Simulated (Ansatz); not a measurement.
**TaBO: geometry relaxation**

System: TaBO, multiplicity 5, SMILES O=[B][Ta].
Method: UKS PBE-D4/def2-SVP (Ansatz 0.2.0).

The geometry comes from this level: GFN2-xTB. Figures and captions count atoms from 1; the log counts them from 0 in places.

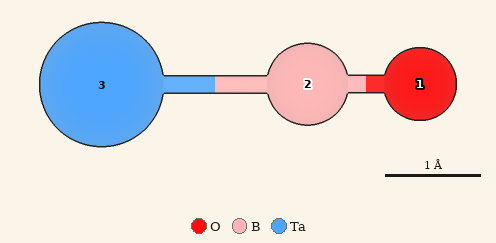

*The starting structure (ball-and-stick view, seen on its broad side; atoms are numbered from 1 in the order of the input). Sticks mark near contacts.*

Bond lengths as drawn: B–O 1.18 Å and B–Ta 2.17 Å.

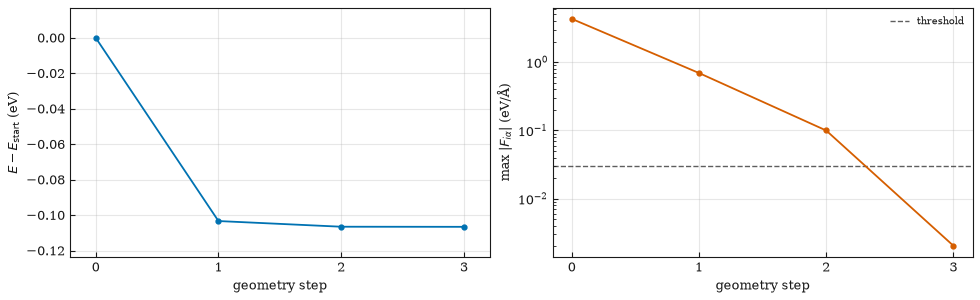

*Progress of the relaxation, step by step (the first geometry is step 0 here and step 1 in the log).*

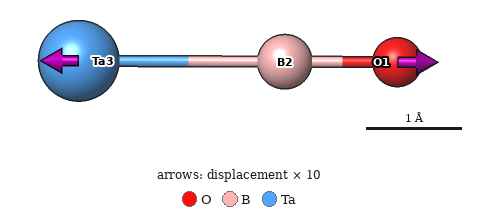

*The starting structure with the displacements as pink arrows, magnified 10 times (ball-and-stick view, seen at a tilt). The two geometries are laid on each other by the best rigid fit.*

The energy falls by 0.107 eV in 3 geometry steps. The largest force component goes from 4.3 to 0.002 eV/Å. The atom that moves furthest after the best rigid fit is O1 (0.044 Å). Largest moves by element: O 0.044 Å, Ta 0.042 Å, B 0.003 Å. Among the contacts that change: O1–B2 1.184 → 1.231 Å, B2–Ta3 2.168 → 2.207 Å. (Atoms are counted from 1 in the order of the input.)

The input and output of the run follow.

Input
```yaml
crystal:
  periodic: [false, false, false]
  atoms:
    - { symbol: O, position_ang: [0.0, 0.0, -1.51239] }
    - { symbol: B, position_ang: [0.0, 0.0, -0.32805] }
    - { symbol: Ta, position_ang: [0.0, 0.0, 1.84044] }
magnetization:
  spin_polarized: true
  initial_magnetization: 4
basis:
  gaussian: { orbitals: def2-SVP }
hamiltonian:
  xc: pbe
  dispersion: d4
relax:
  f_tol: 0.03
  max_steps: 200
```

Command:
```bash
ansatz run input.yaml --threads 2 --pin off --max-ram 5120MiB --backend cpu --events-out ev --progress --plain --runs-dir out
```

The program's output
```
The last accepted step is kept in [file] (removed where the run ends without a failure and the disk answers)
Engine: ansatz 0.2.0, x86_64-unknown-linux-gnu
Functional definition: PBE
  parameter kappa = 0.804
  parameter beta = 0.06672455060314922
  exchange = pbe_x(kappa = kappa, mu = beta*pi^2/3)
  correlation = pbe_c(beta = beta)
601 factors; their error is unknown
mean field evaluation 1: about -4256.0196 eV, gradient 4.6e1 eV
mean field evaluation 2: about -3870.6613 eV, gradient 1.6e2 eV
mean field evaluation 4: about -4265.4599 eV, gradient 1.8e1 eV
mean field evaluation 8: about -4267.1084 eV, gradient 4.4e-1 eV
mean field evaluation 16: about -4267.0784 eV, gradient 4.7e-5 eV
mean field evaluation 32: about -4267.0784 eV, gradient 3.8e-6 eV
mean field evaluation 64: about -4265.9837 eV, gradient 6.3e-1 eV
mean field -4267.07835710 eV, -156.8122372939 hartree, gradient 2.9e-6 eV, S^2 6.006456; 9 other end points of the search recorded, 0 dependent functions left out
the calculation of the forces begins
reference -4267.07839372 eV, -156.8122386398 hartree; 15, 11 occupied and 45, 49 virtual orbitals, 601 factors
relax step   1: F+E_penalty+E_count = -4267.14839621 eV  Δ(F+E_penalty+E_count) = +0.000e0 eV  max|allowed force component| = 4.297e0 eV/Å  Δτ_max = 0.0000 Å  (205 SCF iters, accepted)
these checks for a lower state are left out or cut short: starts, cluster_reference, orbital_swaps, neighbouring_geometries, increment
601 factors; their error is unknown
mean field evaluation 96: about -4267.1821 eV, gradient 2.4e-5 eV
mean field -4267.18206918 eV, -156.8160486426 hartree, gradient 8.6e-6 eV, S^2 6.007134; 0 other end points of the search recorded, 0 dependent functions left out
the calculation of the forces begins
reference -4267.18210550 eV, -156.8160499773 hartree; 15, 11 occupied and 45, 49 virtual orbitals, 601 factors
relax step   2: F+E_penalty+E_count = -4267.25174666 eV  Δ(F+E_penalty+E_count) = -1.034e-1 eV  max|allowed force component| = 6.922e-1 eV/Å  Δτ_max = 0.0504 Å  (45 SCF iters, accepted)
these checks for a lower state are left out or cut short: starts, cluster_reference, orbital_swaps, neighbouring_geometries, increment
601 factors; their error is unknown
mean field -4267.18532529 eV, -156.8161683023 hartree, gradient 5.3e-6 eV, S^2 6.007022; 0 other end points of the search recorded, 0 dependent functions left out
the calculation of the forces begins
reference -4267.18536162 eV, -156.8161696374 hartree; 15, 11 occupied and 45, 49 virtual orbitals, 601 factors
relax step   3: F+E_penalty+E_count = -4267.25495103 eV  Δ(F+E_penalty+E_count) = -3.204e-3 eV  max|allowed force component| = 9.965e-2 eV/Å  Δτ_max = 0.0080 Å  (38 SCF iters, accepted)
these checks for a lower state are left out or cut short: starts, cluster_reference, orbital_swaps, neighbouring_geometries, increment
601 factors; their error is unknown
mean field -4267.18539452 eV, -156.8161708465 hartree, gradient 7.7e-6 eV, S^2 6.007011; 0 other end points of the search recorded, 0 dependent functions left out
the calculation of the forces begins
reference -4267.18543085 eV, -156.8161721817 hartree; 15, 11 occupied and 45, 49 virtual orbitals, 601 factors
relax step   4: F+E_penalty+E_count = -4267.25501247 eV  Δ(F+E_penalty+E_count) = -6.145e-5 eV  max|allowed force component| = 2.048e-3 eV/Å  Δτ_max = 0.0010 Å  (40 SCF iters, accepted)
601 factors; their error is unknown
mean field evaluation 128: about -4267.2172 eV, gradient 9.4e-2 eV
mean field evaluation 160: about -4267.1854 eV, gradient 4.1e-6 eV
mean field evaluation 192: about -4266.1184 eV, gradient 8.4e-1 eV
mean field -4267.18539452 eV, -156.8161708465 hartree, gradient 7.7e-6 eV, S^2 6.007011; 10 other end points of the search recorded, 0 dependent functions left out
the calculation of the forces begins
reference -4267.18543085 eV, -156.8161721817 hartree; 15, 11 occupied and 45, 49 virtual orbitals, 601 factors
Total energy: -4267.25504880 eV, -156.8187305942 hartree
Atom 0 at     0.000000    -0.000000    -1.556595 Å, force    -0.000000     0.000000    -0.002048 eV/Å
Atom 1 at    -0.000000     0.000000    -0.325363 Å, force     0.000000    -0.000000     0.001835 eV/Å
Atom 2 at     0.000000    -0.000000     1.881958 Å, force    -0.000000     0.000000     0.000213 eV/Å
Dipole moment:     0.000000    -0.000000     1.220686 e Å
```

Trajectory as extended XYZ (Å, eV, eV/Å), 4 frames, from step=1 to step=4
```
3
Properties=species:S:1:pos:R:3:forces:R:3 step=1 energy=-4267.14840
O     0.0000    0.0000   -1.5124    0.0000   0.0000  -4.2968
B     0.0000    0.0000   -0.3281    0.0000   0.0000   3.7292
Ta    0.0000    0.0000    1.8404    0.0000   0.0000   0.5676
3
Properties=species:S:1:pos:R:3:forces:R:3 step=2 energy=-4267.25175
O     0.0000    0.0000   -1.5574    0.0000   0.0000  -0.5289
B     0.0000    0.0000   -0.3334    0.0000   0.0000   0.6922
Ta    0.0000    0.0000    1.8908    0.0000   0.0000  -0.1632
3
Properties=species:S:1:pos:R:3:forces:R:3 step=3 energy=-4267.25495
O     0.0000    0.0000   -1.5565    0.0000   0.0000  -0.0825
B     0.0000    0.0000   -0.3263    0.0000   0.0000   0.0996
Ta    0.0000    0.0000    1.8828    0.0000   0.0000  -0.0172
3
Properties=species:S:1:pos:R:3:forces:R:3 step=4 energy=-4267.25501
O     0.0000    0.0000   -1.5566    0.0000   0.0000  -0.0020
B     0.0000    0.0000   -0.3254    0.0000   0.0000   0.0018
Ta    0.0000    0.0000    1.8820    0.0000   0.0000   0.0002
```

Key numbers

| quantity | value |
| --- | --- |
| outcome | converged |
| total energy | −4267.2550 eV |
| mean-field energy | −4267.1854 eV |
| ⟨S²⟩ | 6.007 |
| SCF solution under orbital rotations | stable |
| largest force (length of the vector) at the end | 0.002 eV/Å |
| hardware | 2 threads of Intel Xeon (Sapphire Rapids), 64 GiB of memory available, shared host |
| wall time | 10 s (CPU time 20 s) |
| peak memory | 0.16 GiB |
